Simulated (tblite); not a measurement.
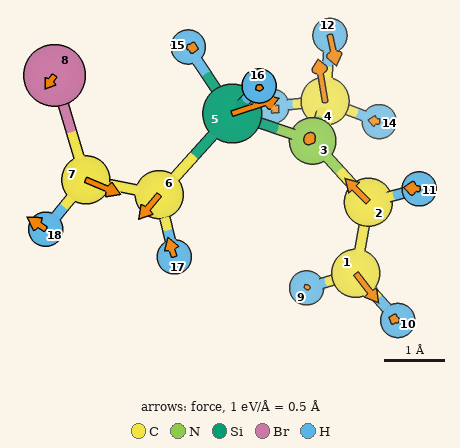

Starting geometry of C$_{5}$H$_{10}$BrNSi with the computed forces as orange arrows. A ball-and-stick model, seen at a tilt.

These are results of GFN2-xTB geometry optimisation, gas phase (tblite 0.8.0), not measurements. 

Is this structure relaxed? If not, where do the atoms go?

Answer. It isn't relaxed: the largest force vector, on a C atom, is 1.95 eV/Å. The final displacements have little in common with the starting forces (cosine between the two patterns 0.17). After 162 geometry steps the energy has fallen by 19.9 kcal/mol. The largest move after the best rigid fit is that of an H atom, 2.36 Å. By element the largest moves are H 2.36 Å, Br 0.86 Å, C 0.82 Å, N 0.43 Å, Si 0.29 Å. Some distances before and after: Br–Si 3.245 → 3.344 Å, C–H 1.141 → 1.086 Å, C–N 1.431 → 1.381 Å, N–Si 1.772 → 1.730 Å. Bond angles that change, for instance: Br–C–H 121.5° → 112.0°, C–C–N 118.0° → 127.4°, C–C–H 117.7° → 125.8°. Groups turn about C–N by about 90°, C–N by about 70°, N–Si by about 25°.
